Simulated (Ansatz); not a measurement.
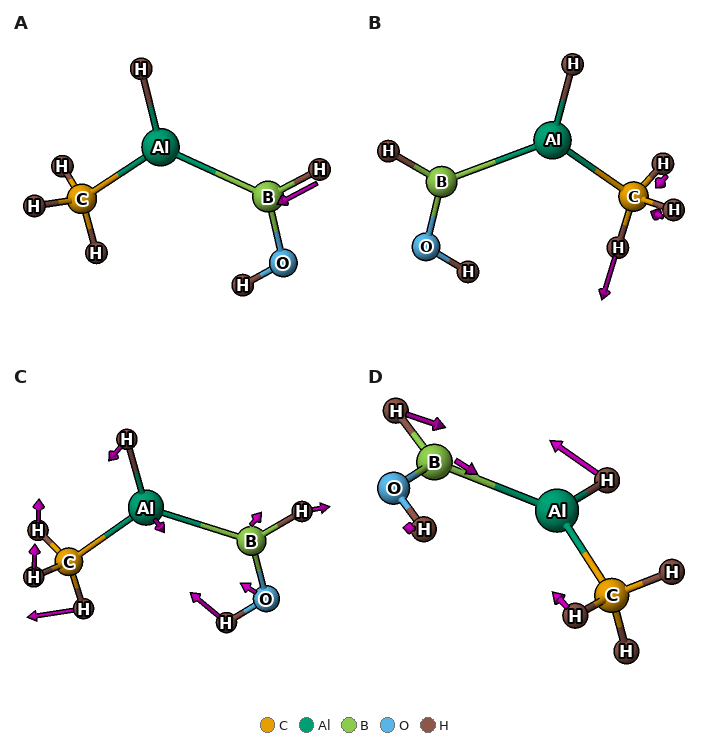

4 normal modes of one molecule or complex, as arrows. Harmonic vibrations computed with RKS PBE0-D4/def2-TZVP (Ansatz 0.2.0) at a stationary point of the same level.

**Match the panels to the wavenumbers 305 cm⁻¹, 483 cm⁻¹, 2551 cm⁻¹, 3114 cm⁻¹.**

A: 2551 cm⁻¹, B–H stretching
B: 3114 cm⁻¹, out-of-phase stretching of 2 C–H bonds
C: 305 cm⁻¹, angle bending
D: 483 cm⁻¹
